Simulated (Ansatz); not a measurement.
Consider F$_{2}$H$_{5}$PW···H$_{2}$.

The calculation's input:

```
crystal:
  periodic: [false, false, false]
  atoms:
    - { symbol: W, position_ang: [0.0, 0.0, 0.0] }
    - { symbol: H, position_ang: [0.0, 0.0, 2.07] }
    - { symbol: H, position_ang: [1.72, 0.0, 0.0] }
    - { symbol: H, position_ang: [0.0, 1.72, 0.0] }
    - { symbol: F, position_ang: [-1.85, 0.0, 0.0] }
    - { symbol: H, position_ang: [0.0, -1.72, 0.0] }
    - { symbol: F, position_ang: [0.0, 0.0, -1.85] }
    - { symbol: P, position_ang: [1.8007, 1.8758, 0.864] }
    - { symbol: H, position_ang: [2.8278, 1.2389, 1.6094] }
    - { symbol: H, position_ang: [2.3703, 2.5373, -0.256] }
    - { symbol: H, position_ang: [0.7083, 0.7378, 2.0916] }
basis:
  gaussian: { orbitals: def2-SVP }
hamiltonian:
  xc: pbe
  dispersion: d4
relax:
  f_tol: 0.15
  max_steps: 25
  restrain:
    - { distance: [0, 7], at: 2.44, k: 30.0 }
    - { distance: [10, 1], at: 0.66, k: 30.0 }
    - { distance: [0, 1], at: 2.92, k: 30.0 }
    - { distance: [10, 7], at: 2.62, k: 30.0 }
output:
  orbitals: {}
```

Launched as:

```sh
ansatz run input.yaml --threads 2 --pin off --max-ram 3072MiB --backend cpu --events-out ev --progress --plain --runs-dir out
```

The fields are those of the run's last geometry, not of the input's.

Core potentials replace the inner electrons of W; not at a stationary point (largest force 1.9 eV/Å).

Computed with RKS PBE-D4/def2-SVP (Ansatz 0.2.0).

> What can the converged electron density and electron localisation function tell about the bonding?

P–W (2.41 Å): the density is about 0.62 e/Å³ at the midpoint; the ELF peaks at about 0.85 in the valence shell of P, 0.9 Å from its nucleus, and is about 0.50 at the midpoint.

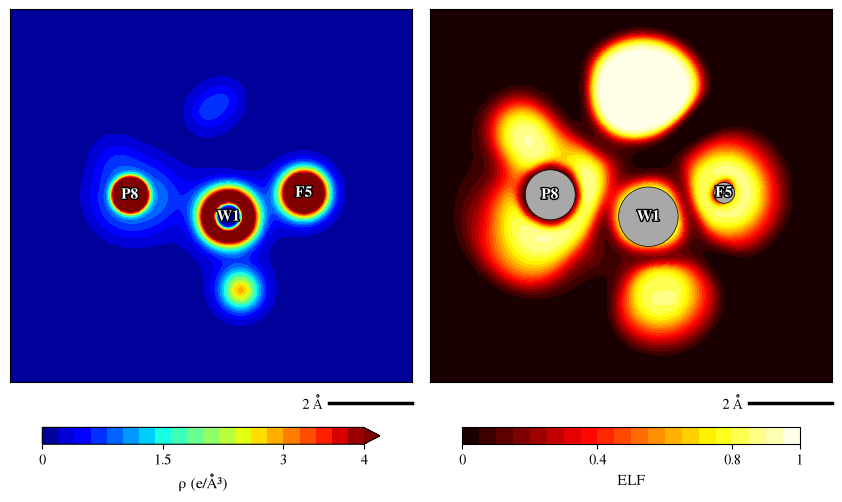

Computed electron density and electron localisation function on the plane of atoms F5, W1 and P8, in this order. Grey discs cover the atomic cores in the ELF map. 
